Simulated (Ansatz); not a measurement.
**MgHF (SMILES [F][MgH]): BHLYP/STO-3G**

What is the electronic atomisation energy of MgHF at BHLYP/STO-3G? 

Program for the calculation: Ansatz 0.2.0.

49 further runs of the same task are left out: 2 that didn't finish, 47 set aside as unsound or not needed.

**1. The structure to begin with**

MgHF: 3 atoms, total charge 0, spin state singlet. As SMILES, `[F][MgH]`. The shape is that of a PBE0-D4/def2-TZVP optimisation.

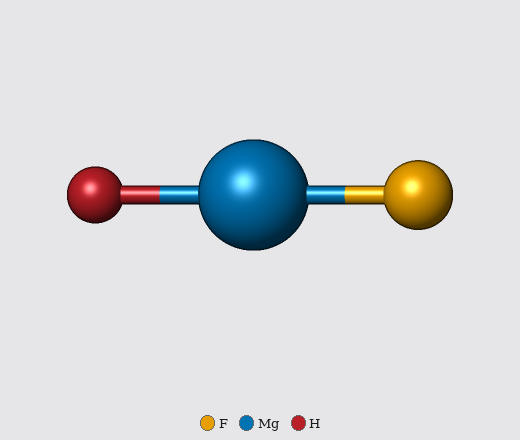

The structure, seen from a chosen angle (fluorine amber, magnesium blue, hydrogen red).

**2. A single-point energy at BHLYP/STO-3G**

The input, molecule.yaml:

```yaml
crystal:
  periodic: [false, false, false]
  atoms:
    - {symbol: F, position_ang: [-1.378600, 0.792200, -0.675100]}
    - {symbol: Mg, position_ang: [0.014500, -0.032400, 0.004400]}
    - {symbol: H, position_ang: [1.353200, -0.824800, 0.657400]}
basis:
  gaussian:
    orbitals: STO-3G
hamiltonian:
  xc: {name: BHLYP}
accuracy: high
```

Started as:

```bash
ansatz run molecule.yaml --threads 1 --pin off --max-ram 2610MiB --events-out events.jsonl --progress --plain --runs-dir runs
```

The program printed:

```text
Warning: RAYON_NUM_THREADS=1 ignored (pool sized by the plan → 1); use --threads N
Functional definition: BHLYP
  name "BHLYP"
  parameter a = 0.5
  exchange = (1 - a)*b88_x + a*exact_x
  correlation = lyp_c
242 factors; integrals over basis functions are off by at most 2.7e-7 eV
mean field evaluation 1: about -8066.4860 eV, gradient 2.2e1 eV
mean field evaluation 2: about -8066.9526 eV, gradient 2.3e1 eV
mean field evaluation 4: about -8068.6770 eV, gradient 3.0e-1 eV
mean field evaluation 8: about -8068.6894 eV, gradient 4.6e-3 eV
mean field evaluation 16: about -8068.6894 eV, gradient 3.5e-8 eV
mean field -8068.68942828 eV, -296.5188673353 hartree, gradient 3.5e-8 eV, S^2 0.000000; 0 other end points of the search recorded, 0 dependent functions left out
reference -8068.68944309 eV, -296.5188678792 hartree; 11, 11 occupied and 4, 4 virtual orbitals, 242 factors
Total energy: -8068.68944309 eV, -296.5188678792 hartree
```

Run time: 0.46 s. Hardware: 1 thread of AMD EPYC 9R14 (Zen 4), shared host.

**3. The F atom**

The input, job.yaml:

```yaml
crystal:
  periodic: [false, false, false]
  atoms:
    - {symbol: F, position_ang: [0.000000, 0.000000, 0.000000]}
basis:
  gaussian:
    orbitals: STO-3G
magnetization:
  spin_polarized: true
  initial_magnetization: 1
hamiltonian:
  xc: {name: BHLYP}
accuracy: high
```

Started as:

```bash
ansatz run job.yaml --threads 1 --pin off --max-ram 2610MiB --events-out events.jsonl --progress --plain --runs-dir runs
```

The program printed:

```text
Warning: RAYON_NUM_THREADS=1 ignored (pool sized by the plan → 1); use --threads N
Functional definition: BHLYP
  name "BHLYP"
  parameter a = 0.5
  exchange = (1 - a)*b88_x + a*exact_x
  correlation = lyp_c
15 factors; integrals over basis functions are off by at most 1.2e-9 eV
mean field evaluation 1: about -2674.1239 eV, gradient 1.7e-12 eV
mean field evaluation 2: about -2674.1249 eV, gradient 9.3e-12 eV
mean field -2674.12489434 eV, -98.2722772800 hartree, gradient 0.0e0 eV, S^2 0.750000; 0 other end points of the search recorded, 0 dependent functions left out
reference -2674.12489910 eV, -98.2722774549 hartree; 5, 4 occupied and 0, 1 virtual orbitals, 15 factors
Total energy: -2674.12489910 eV, -98.2722774549 hartree
```

It took 0.12 s on 1 thread of AMD EPYC 9R14 (Zen 4), shared host.

**4. The H atom, same level**

The input, input.yaml:

```yaml
crystal:
  periodic: [false, false, false]
  atoms:
    - {symbol: H, position_ang: [0.000000, 0.000000, 0.000000]}
basis:
  gaussian:
    orbitals: STO-3G
magnetization:
  spin_polarized: true
  initial_magnetization: 1
hamiltonian:
  xc: {name: BHLYP}
accuracy: high
```

Run the same way, it converges to -0.46466 Eh (log not shown).

**5. The Mg atom**

The input, molecule.yaml:

```yaml
crystal:
  periodic: [false, false, false]
  atoms:
    - symbol: Mg
      position_ang: [0.000000, 0.000000, 0.000000]
basis:
  gaussian:
    orbitals: STO-3G
total_charge: 0
magnetization:
  spin_polarized: false
  initial_magnetization: 0
hamiltonian:
  xc: {name: BHLYP}
accuracy: high
```

Run the same way, it converges to -197.45836 Eh (log not shown).

**6. Outcome**

At BHLYP/STO-3G:

| quantity | value |
| --- | --- |
| molecule: total energy | -296.51887 Eh |
| F atom: total energy | -98.27228 Eh |
| F atom: ⟨S²⟩ | 0.750 |
| H atom: total energy | -0.46466 Eh |
| H atom: ⟨S²⟩ | 0.750 |
| Mg atom: total energy | -197.45836 Eh |
| electronic atomisation energy | 8.805 eV |

What this shows: Taking the molecule apart into free atoms costs 8.80 eV (850 kJ/mol), before zero-point energy and without spin-orbit coupling. In a minimal basis such a difference can be off by several eV, whatever the method.
